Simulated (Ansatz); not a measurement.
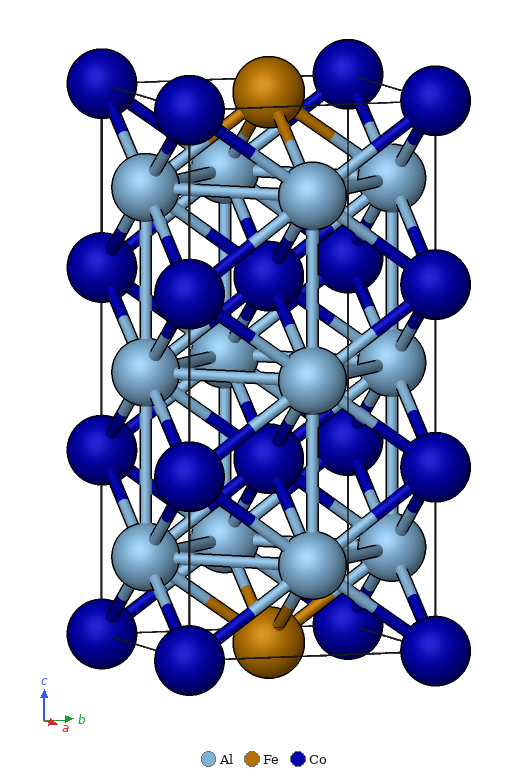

The image is a ball-and-stick drawing of a crystal, viewed slightly off an axis. The wireframe shows the conventional unit cell.

Al6FeCo5, space group P4/mmm (No. 123), a = 4.037 Å, b = 4.037 Å, c = 8.554 Å, α = 90.00°, β = 90.00°, γ = 90.00°. The structure comes from a structure type filled with these elements by a generator (whether the compound takes this form wasn't checked). Earlier steps of the study, as a rule a relaxation of our own, may have changed the cell and positions, so they can lie some per cent off the listed ones. It was the input of a calculation with Ansatz.

This one geometry was computed with Ansatz (DFT, plane waves, PAW) at three levels of theory: PBE, r2SCAN and LDA.

Which level gives the highest pressure at this volume, and what does that say about its equilibrium volume?

Answer. Highest: PBE (0.0 GPa), which points to the largest equilibrium volume. Lowest, with the smallest volume: LDA (-11.3 GPa). Levels within 0.5 GPa of each other can't be told apart.

How does the band gap change with the level of theory?

Answer. All levels give a metal.

Collect the results in a table.

Answer.
| level | cutoff (eV) | k-mesh of the run's cell | gap (eV) | pressure (GPa) |
| --- | --- | --- | --- | --- |
| PBE | 420 | 10×10×6 | metal | 0.0 |
| r2SCAN | 500 | 10×10×6 | metal | -5.6 |
| LDA | 420 | 10×10×6 | metal | -11.3 |

Gaps are taken on the k-mesh or band path of each run.
